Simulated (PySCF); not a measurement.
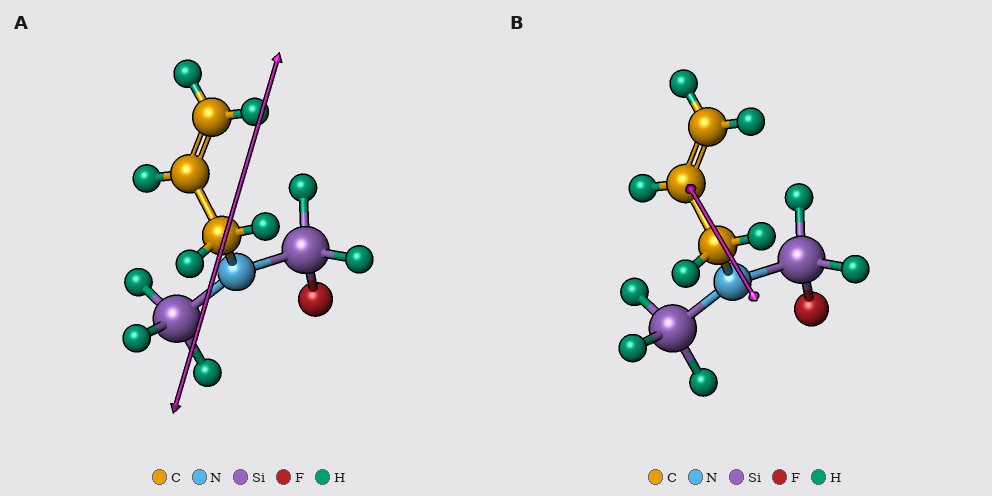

The double arrows show the directions of two transition dipoles from the ground state (lengths mean nothing). The computed structure is the end point of a GFN2-xTB optimisation. No frequency run is at hand to confirm it as a minimum. Properties computed with TDDFT CAM-B3LYP/def2-SVPD, vertical, gas phase, core orbitals frozen in the response (PySCF 2.14.0).

One belongs to singlet state 3 and one to singlet state 4. Which is which?

A: state 3, 6.90 eV (180 nm), oscillator strength 0.032, mainly HOMO → LUMO+3 (weight 0.60).
B: state 4, 7.21 eV (172 nm), oscillator strength 0.046, mainly HOMO → LUMO+2 (weight 0.57).

The geometry is semi-empirical. Around Si such bond lengths and angles can be off by a tenth of an ångström or more and by several degrees, and values that hang on the shape move with them.
